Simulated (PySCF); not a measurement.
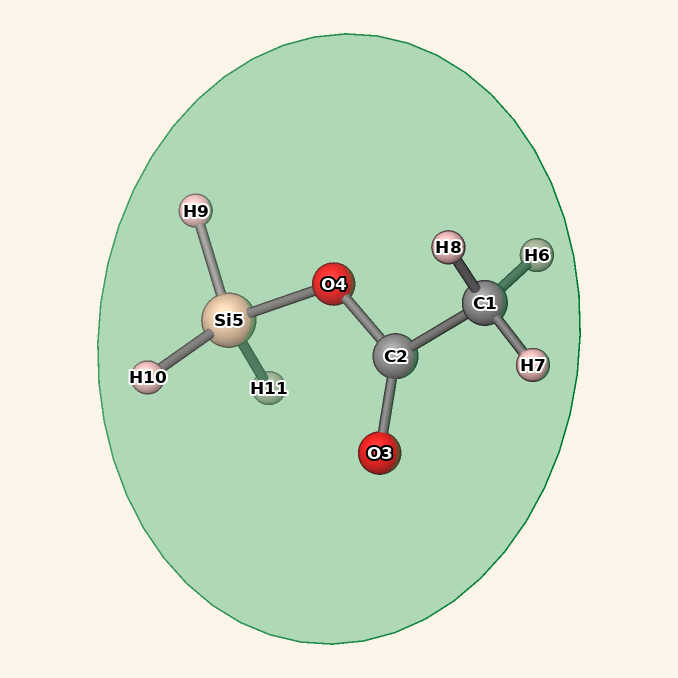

A disc through the centre of mass is drawn in. Depth is shown by fading: the farther an atom, the more it takes the colour of the background. The computed structure is the end point of a GFN2-xTB optimisation. No frequency run is at hand to confirm it as a minimum.

Is the plane of the disc a mirror plane of the structure?

Answer. Yes. The reflection leaves C1, C2, O3, O4, Si5, H7, H9 in place and moves H6 ↔ H8; H10 ↔ H11. The point group is Cs.
